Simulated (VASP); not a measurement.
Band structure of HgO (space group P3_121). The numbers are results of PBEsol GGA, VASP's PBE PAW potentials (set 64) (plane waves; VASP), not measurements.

Without a dispersion term in the relaxation, distances and binding between the weakly bound layers, chains or molecules are unreliable, and so is what depends on them. Unless said otherwise, spin-orbit coupling is left out, though it shifts the bands of the heavy elements here.

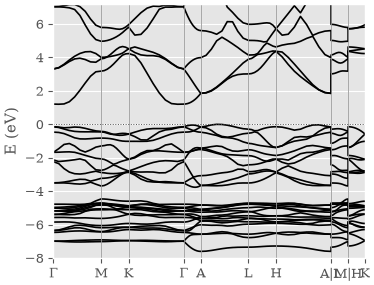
Figure: Bands along high-symmetry lines, zero at the valence-band maximum or, without a gap, the Fermi level

Problem. Read the plot: is there a gap, and where are the band edges?

Solution. The gap is indirect, 1.20 eV, from the valence maximum at A-L at 0.33 to the conduction minimum at K-Γ at 0.89. (Edges off the drawn lines would not show.)

The structure comes from a computed database's HgO entry (P3_121); how it stands against other phases isn't given here. It was relaxed first.
